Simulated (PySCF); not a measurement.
SMILES [N]1C=CC=C1 (C4H4N), doublet at its CAM-B3LYP/def2-SVP optimised geometry (Å):

```
9

C      0.0376     1.0114     0.0001
C     -1.1219     0.1253     0.0000
N     -0.7766    -1.1656     0.0000
C      0.5595    -1.1656     0.0000
C      1.1149     0.1840     0.0001
H      0.0188     2.0999     0.0000
H     -2.1713     0.4318     0.0004
H      1.1271    -2.0999    -0.0005
H      2.1713     0.4472     0.0003
```

Calculation: unrestricted CAM-B3LYP/def2-TZVP (PySCF). Cells within 0.4 Å of a nucleus heavier than hydrogen are left out (blank, or x).

Map of the Laplacian of the electron density (e/bohr⁵), clipped to [-1.50, 1.50] on the plane z = 0.0 Å:

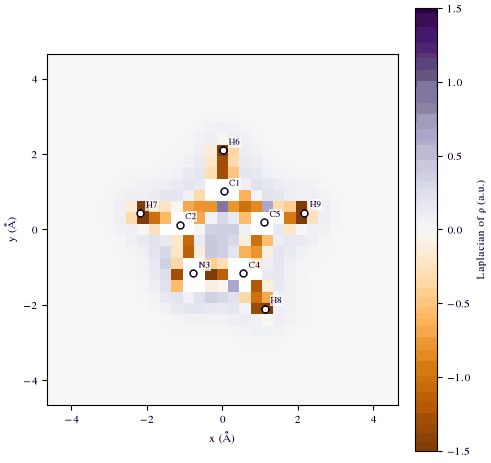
Figure: Laplacian of the electron density (e/bohr⁵), clipped to [-1.50, 1.50] on the plane z = 0.0 Å.
